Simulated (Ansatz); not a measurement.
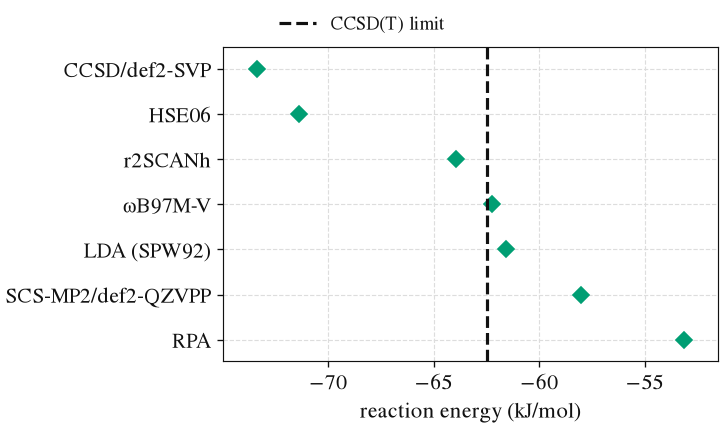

Electronic reaction energy of InNH₄O ([NH2][InH][OH]) + ZnH₂ ([ZnH2]) → ZnInH₃O ([OH][InH][ZnH]) + NH₃ (N) (SMILES in brackets) at several levels (functionals in def2-TZVPP unless a basis is named), isolated molecules at PBE0-D4 triple-zeta geometries, minima by their frequencies, no zero-point or thermal terms, the Ansatz code 0.2.0. The line is frozen-core CCSD(T) at the basis limit (MP2 extrapolated from triple and quadruple zeta, plus CCSD(T) less MP2 in a smaller set). Choice of cores on heavy atoms: Zn/Cu 3s3p. RPA holds a correlation term that converges slowly with the basis, so part of the distance to the limit is basis error. No dispersion term is added to HSE06 and r2SCANh. The distance of CCSD/def2-SVP and SCS-MP2/def2-QZVPP to the limit includes basis error. Core potentials past Kr. The limit lies 4.5 kJ/mol from CCSD(T)/def2-TZVPP, so the line itself is uncertain by a part of that.

> What range do the values span, the line included?

From −73.4 kJ/mol (CCSD/def2-SVP) to −53.1 kJ/mol (RPA).

> What do zero-point energy and temperature add?

Zero-point change 11.0 kJ/mol; at 298.15 K and 1 bar the CCSD(T) limit plus thermal terms gives an enthalpy of reaction of −50.2 and a free energy of −54.1 kJ/mol (harmonic PBE0-D4 modes, ideal gas).

Note: no scalar relativity up to krypton; outer-core shells are correlated without core-valence functions, which makes the correlated values less sure; spin-orbit coupling is left out, and with In it can shift these values.
